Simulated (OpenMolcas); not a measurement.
GeCl₂: excited-state calculation (part 1 of 2)

System: GeCl₂.
Method: MC-PDFT (tOPBE)/ANO-R2, sfX2C (OpenMolcas 26.06).

The geometry comes from this level: GFN2-xTB.

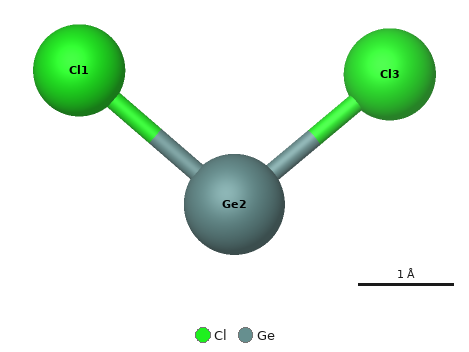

*The structure (ball-and-stick view, seen on its broad side; atoms are numbered from 1 in the order of the input). Sticks mark near contacts.*

Key numbers:

| quantity | value |
| --- | --- |
| outcome | converged |
| total energy | −3022.726796 hartree |
| basis functions | 149 |
| hardware | 1 thread of Arm Neoverse V1, 24 GiB of memory available, shared host |
| wall time | 47 s |
| peak memory | 0.19 GiB |

Input file:
```
* Cl2Ge MC-PDFT

&gateway
  coord
  3
  bohr
  Cl    -0.05111709    -3.13806031     0.78982993
  Ge    -0.80201866     0.11181509    -1.56200982
  Cl     0.85311686     3.02624521     0.77217989
  basis = ANO-R2
  group = NoSym
  ricd

&seward
  gridinput
  Grid=UltraFine
  End of Grid

&rasscf
  fileorb = $CurrDir/step2.RasOrb
  spin = 1
  nactel = 4 0 0
  inactive = 31
  ras2 = 3
  ciroot = 3 3 1
  orblisting = Nothing
  xmsi

&mcpdft
  ksdft = T:OPBE
  mspdft
```

Run as:
```bash
export MOLCAS_MEM=1860
pymolcas step4.inp > step4.log
```

The program's output:
```
--- Start Module: gateway ---

                                              &GATEWAY

                       available to each process: 1.9 GB of memory, 1 thread

++    Symmetry information:
      ---------------------

                    Character Table for C1

                             E
                    a        1  x, y, xy, Rz, z, xz, Ry, yz, Rx, I
--

++    Basis set information:
      ----------------------

      Basis set label: CL.ANO-R...5S4P3D1F.

      Electronic valence basis set:
      ------------------
      Associated Effective Charge  17.000000 au
      Associated Actual Charge     17.000000 au
      Nuclear Model: Finite nucleus - Gaussian distribution
        Gaussian exponent, Xi/bohr**(-2):  3.84638E+08

      Shell  nPrim  nBasis  Cartesian Spherical Contaminant
         s      17       5        X
         p      11       4        X
         d       7       3                 X
         f       5       1                 X

      Basis set label: GE.ANO-R...6S5P4D3F1G.

      Electronic valence basis set:
      ------------------
      Associated Effective Charge  32.000000 au
      Associated Actual Charge     32.000000 au
      Nuclear Model: Finite nucleus - Gaussian distribution
        Gaussian exponent, Xi/bohr**(-2):  2.52356E+08

      Shell  nPrim  nBasis  Cartesian Spherical Contaminant
         s      20       6        X
         p      15       5        X
         d       9       4                 X
         f       6       3                 X
         g       4       1                 X

      Basis set label: CL.ANO-R...5S4P3D1F.

      Electronic valence basis set:
      ------------------
      Associated Effective Charge  17.000000 au
      Associated Actual Charge     17.000000 au
      Nuclear Model: Finite nucleus - Gaussian distribution
        Gaussian exponent, Xi/bohr**(-2):  3.84638E+08

      Shell  nPrim  nBasis  Cartesian Spherical Contaminant
         s      17       5        X
         p      11       4        X
         d       7       3                 X
         f       5       1                 X
--

++    Molecular structure info:
      -------------------------

                    ************************************************
                    **** Cartesian Coordinates / bohr, angstrom ****
                    ************************************************

     Center  Label                x              y              z                     x              y              z
        1      CL1             -0.051117      -3.138060       0.789830             -0.027050      -1.660590       0.417960
        2      GE2             -0.802019       0.111815      -1.562010             -0.424410       0.059170      -0.826580
        3      CL3              0.853117       3.026245       0.772180              0.451450       1.601420       0.408620

                    ***************************************
                    *    InterNuclear Distances / bohr    *
                    ***************************************

               1 CL1           2 GE2           3 CL3
    1 CL1      0.000000
    2 GE2      4.081261        0.000000
    3 CL3      6.230298        4.084338        0.000000

                    *******************************************
                    *    InterNuclear Distances / angstrom    *
                    *******************************************

               1 CL1           2 GE2           3 CL3
    1 CL1      0.000000
    2 GE2      2.159710        0.000000
    3 CL3      3.296932        2.161339        0.000000
--

            Nuclear Potential Energy            312.87006694 au

--- Stop Module: gateway /rc=_RC_ALL_IS_WELL_ ---
--- Module gateway spent 6 seconds ---

--- Start Module: seward ---

                                              &SEWARD

                       available to each process: 1.9 GB of memory, 1 thread

               SEWARD will generate:
                  Multipole Moment integrals up to order  2
                  Kinetic Energy integrals
                  Nuclear Attraction integrals (finite nuclei - Gaussian type)
                  One-Electron Hamiltonian integrals
                  Velocity integrals
                  Relativistic X2C integrals
                  Orbital angular momentum around ( -0.2172   0.0303  -0.4229 )
                  Velocity quadrupole around ( -0.2172   0.0303  -0.4229 )
                  Atomic mean-field integrals
                  RI decomposed two-electron repulsion integrals stored Cholesky style
                   - acCD auxiliary basis
                   - CD Threshold:   1.00E-04

                   Integrals are discarded if absolute value <: 1.00E-14
                   Integral cutoff threshold is set to       <: 1.00E-16

            Nuclear Potential Energy            312.87006694 au

      Basis set specifications :
      Symmetry species         a
      Basis functions          149

--- Stop Module: seward /rc=_RC_ALL_IS_WELL_ ---
--- Module seward spent 12 seconds ---

--- Start Module: rasscf ---

                                              &RASSCF

                       available to each process: 1.9 GB of memory, 1 thread

      Header of the ONEINT file:
      --------------------------

      OrdInt status: non-squared

      Cartesian coordinates in angstrom:
      -----------------------------------------------------
      No.  Label        X            Y            Z
      -----------------------------------------------------
       1   CL1       -0.02705000  -1.66059000   0.41796000
       2   GE2       -0.42441000   0.05917000  -0.82658000
       3   CL3        0.45145000   1.60142000   0.40862000
      -----------------------------------------------------
      Nuclear repulsion energy =  312.87006694

++    Wave function specifications:
      -----------------------------

      Number of closed shell electrons          62
      Number of electrons in active shells       4
      Max number of holes in RAS1 space          0
      Max nr of electrons in RAS3 space          0
      Number of inactive orbitals               31
      Number of active orbitals                  3
      Number of secondary orbitals             115
      Spin quantum number                      0.0
      State symmetry                             1
--

++    Orbital specifications:
      -----------------------

      Symmetry species                           1
                                                 a
      Frozen orbitals                            0
      Inactive orbitals                         31
      Active orbitals                            3
      RAS1 orbitals                              0
      RAS2 orbitals                              3
      RAS3 orbitals                              0
      Secondary orbitals                       115
      Deleted orbitals                           0
      Number of basis functions                149
--

++    CI expansion specifications:
      ----------------------------

      Number of CSFs                             6
      Number of spin combinations                6
      Number of determinants                     9
      Number of root(s) required                 3
      Root chosen for geometry opt.              3
      CI roots used                              1     2     3
      weights                                0.333 0.333 0.333
      highest root included in the CI            3
      max. size of the explicit Hamiltonian      6
--

++    Optimization specifications:
      ----------------------------

      RASSCF algorithm: LK RI/DF
      Maximum number of macro iterations       200
      Maximum number of SX iterations          100
      Threshold for RASSCF energy            1.000E-08
      Threshold for max MO rotation          1.000E-01
      Threshold for max BLB element          1.000E-04
      Level shift parameter                  5.000E-01
      Make Quasi-Newton update
--

      The MO-coefficients are taken from the file:
      step2.RasOrb
      Title: RASSCF average (pseudo-natural) orbitals

      Total molecular charge    0.00

      ************************************************************************************************************************
      *                                            Wave function control section                                             *
      ************************************************************************************************************************

                                         RASSCF iterations: Energy and convergence statistics
                                         ----------------------------------------------------

          iter iter root      energy       change     param      element    value   shift minimum  type update hh:mm:ss
 Nr of preliminary CI iterations:   1
      Total energies have been shifted. Add                -3000.00 au
        1   1    2    0   -18.94860352    0.00E+00  -3.31E-06   31  39 1  6.86E-06   0.43   0.00    SX    NO    0:00:02
        2   1    2    0   -18.94860352   -2.67E-10  -2.22E-06   31  39 1  4.60E-06   0.43   0.00    SX    NO    0:00:01
        3   1    2    0   -18.94860352   -4.55E-12  -1.49E-06   31  39 1  3.08E-06   0.43   0.00    SX    NO    0:00:01
        4   1    2    0   -18.94860352   -2.18E-11   1.03E-06   31  39 1  2.07E-06   0.43   0.00    SX    NO    0:00:01
      Convergence after  4 iterations
        5   1    2    0   -18.94860352   -3.23E-11   1.03E-06   31  39 1  1.40E-06   0.43   0.00    SX    NO    0:00:01

 =======================================================================

           Do_Rotate.txt is found in scratch directory.
           Following properties are for XMS intermediate states.

 =======================================================================

      ************************************************************************************************************************
                                                      Wave function printout:
                       occupation of active orbitals, and spin coupling of open shells (u,d: Spin up or down)
      ************************************************************************************************************************

      Note: transformation to natural orbitals
      has been made, which may change the order of the CSFs.

      printout of CI-coefficients larger than  0.05 for root  1
      energy=   -3019.102695
      conf/sym  111     Coeff  Weight
             1  220   0.99498 0.98999
             4  u2d   0.09738 0.00948

      printout of CI-coefficients larger than  0.05 for root  2
      energy=   -3018.887981
      conf/sym  111     Coeff  Weight
             2  2ud   0.99766 0.99533
             5  ud2  -0.06805 0.00463

      printout of CI-coefficients larger than  0.05 for root  3
      energy=   -3018.855135
      conf/sym  111     Coeff  Weight
             1  220   0.09654 0.00932
             3  202   0.14188 0.02013
             4  u2d  -0.98393 0.96811

      Natural orbitals and occupation numbers for root  1
      sym 1:   1.998679   1.999840   0.001481

      Natural orbitals and occupation numbers for root  2
      sym 1:   1.999998   0.997101   1.002900

      Natural orbitals and occupation numbers for root  3
      sym 1:   1.086736   1.959745   0.953520

      ************************************************************************************************************************
      *                                                    Final results                                                     *
      ************************************************************************************************************************

++    Final optimization conditions:
      ------------------------------

      Average CI energy                           -3018.94860352
      RASSCF energy for state  3                  -3018.85513461
      Super-CI energy                                -0.00000000
      RASSCF energy change                           -0.00000000
      Max change in MO coefficients               1.357E-06
      Max non-diagonal density matrix element     1.029E-06
      Maximum BLB matrix element                  1.403E-06
      (orbital pair  31,  39 in symmetry   1)
      Norm of electronic gradient            1.004E-01
--

      Final state energy(ies):
      ------------------------

::    RASSCF root number  1 Total energy:  -3019.10269525
::    RASSCF root number  2 Total energy:  -3018.88798068
::    RASSCF root number  3 Total energy:  -3018.85513461
      Von Neumann Entropy (Root   1) =  0.00877

      Mulliken population analysis for root number:  1
      -----------------------------------------------

++    Molecular charges:
      ------------------

      Mulliken charges per centre
      ---------------------------

                CL1     GE2     CL3
      Total   17.4443 31.1105 17.4453

      N-E     -0.4443  0.8895 -0.4453

      Total electronic charge=   66.000000

      Total            charge=   -0.000000
--

      Expectation values of various properties for root number:  1
      -----------------------------------------------------------

++    Molecular properties:
      ---------------------

      Charge (e):
                      =   -0.0000
      Dipole Moment (debye):
      Origin of the operator (angstrom)=   -0.1149    0.0160   -0.2238
                   X= -1.8908E+00               Y=  2.5406E-01               Z= -3.6798E+00           Total=  4.1449E+00
      Quadrupole Moment (debye*angstrom):
      Origin of the operator (angstrom)=   -0.1149    0.0160   -0.2238
                  XX= -4.0224E+01              XY= -1.3392E+00              XZ= -1.3041E+00              YY= -4.9110E+01
                  YZ=  2.0670E-01              ZZ= -4.1889E+01
      In traceless form (debye*angstrom)
                  XX=  5.2756E+00              XY= -2.0088E+00              XZ= -1.9561E+00              YY= -8.0537E+00
                  YZ=  3.1005E-01              ZZ=  2.7781E+00
--

      LoProp population analysis for root number:  1
      -----------------------------------------------

++    LoProp analysis:
      ----------------

++    Static properties:
      ------------------

      LoProp Charges per center

                   CL1      GE2      CL3
      Nuclear     17.0000  32.0000  17.0000
      Electronic -17.4106 -31.1777 -17.4116

      Total       -0.4106   0.8223  -0.4116
--

      Natural Bond Order analysis for root number:  1
```
